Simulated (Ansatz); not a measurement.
# Al2Cu (I4/mcm): a Bloch–Grüneisen fit of the computed resistivity

Aim: condense the phonon-limited resistivity of Al2Cu (I4/mcm) into a transport Debye temperature and an amplitude, and test the fit on a temperature held back.

The resistivities were computed with Ansatz 0.2.0 (DFT PBE, scalar-relativistic, plane waves, PAW; PAW set soft_1) from the linearised Boltzmann equation with harmonic phonons, on q 4×4×4, k 8×8×8, scattering 16×16×16; the fit below is done by hand on them.

## Step 1: Computed resistivities

The structure is tetragonal, space group I4/mcm (No. 140). Conventional cell: a = 6.083 Å, b = 6.083 Å, c = 4.833 Å, α = 90.00°, β = 90.00°, γ = 90.00°. Al on site h is surrounded by 4 Cu at 2.59 Å and 3 Al at 2.71 to 2.89 Å. Cu on site a is surrounded by 2 Cu at 2.42 Å and 8 Al at 2.59 Å.

This is the relaxed cell of the run, from steps not shown here.

The mean resistivity of the three axes from 50 to 800 K, with one row held back; the colder rows stay outside the fit and test it at the end:

```
T (K)  ρ (μΩ cm)
   50     0.1968
   80     0.6879
  100      1.115
  150      2.282
  200          ?
  273      5.062
  300      5.648
  400      7.774
  500       9.86
  600      11.94
  800      16.06
```

## Step 2: Model and fit

Bloch and Grüneisen's form is ρ(T) = A (T/Θ)⁵ J₅(Θ/T), with J₅(z) the integral of x⁵/((eˣ − 1)(1 − e⁻ˣ)) from 0 to z. It goes as T⁵ far below Θ and as A T/(4Θ) far above. For a trial Θ the best A is the geometric mean of ρ/[(T/Θ)⁵ J₅] over the rows, and the scatter of that ratio measures the fit:

```csv
Θ (K),A (μΩ cm),scatter (%)
192,12.43,29.2
256,18.22,15.5
288,21.62,8.4
320,25.41,3.5
352,29.64,8.7
400,36.90,20.0
480,51.85,39.2
```

The scatter is least at Θ = 320 K, with A = 25.41 μΩ cm (3.5 % r.m.s.).

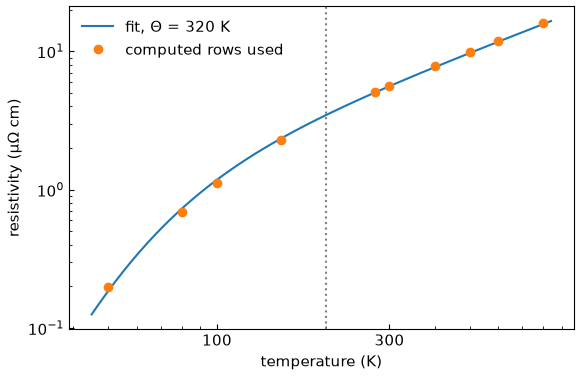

The fit through the rows used; the dotted line marks the temperature held back.

## Step 3: The row held back

At T = 200 K, Θ/T = 1.600, J₅ = 1.426 and (T/Θ)⁵ = 0.09537, so the fit gives 3.456 μΩ cm. The computed value is 3.440 μΩ cm: the fit is off by +0.48 %. Outside its range, at 20 K, it gives 0.00301 against 0.00676 μΩ cm computed, 0.45 times that; at that temperature the run's own test moves by 7 % between meshes in the component that moves most. Among the rows used, the largest miss is +6.4 %, at 80 K.

## Step 4: Reading Θ and A

Θ = 320 K is 1.36 times ħω_log/k_B (236 K) and 0.71 of the highest phonon frequency (453 K). The high-temperature slope of the fit, A/(4Θ), is 0.0199 μΩ cm/K. The same slope from the run's transport coupling and plasma energy, 2π k_B λ_tr/(ħ ε₀ ω_p²) with λ_tr = 0.357, 0.357, 0.397 (xx, yy, zz) and ħω_p = 8.22, 8.22, 9.13 (xx, yy, zz) eV, is 0.0206 μΩ cm/K in the mean of the axes, +3.7 % from it. For comparison, the computed rows rise by 0.0206 μΩ cm/K between the two hottest.

## Step 5: Outcome

| Property | Result |
| --- | --- |
| Θ | 320 K |
| A | 25.41 μΩ cm |
| scatter of the fit | 3.5 % |
| held-back row at 200 K, fit against computed | 3.456 against 3.440 μΩ cm |

Two numbers, Θ = 320 K and A = 25.4 μΩ cm, hold the computed ρ(T) from 50 to 800 K within 3.55 % r.m.s. and predict the held-back row within 0.48 %. At 20 K, outside the rows fitted, it gives 0.45 times the computed value. The misses are not random: the largest is +6.4 %, at 80 K. By the run's own test the resistivity at 300 K moves by 7 % between its two finest scattering meshes, in the component that moves most. The fit describes the calculation: impurities, thermal expansion, changes of phase and anharmonicity are in neither.

[Logs are printed without paths, hosts, clocks, repeated set-up lines and the standing remarks that a program may print on its own settings, such as how far it seeks lower states.]

[Hosts, paths, dates, database ids (printed as entryN), source tags and the programs' standing remarks are cut or masked in the printed files.]
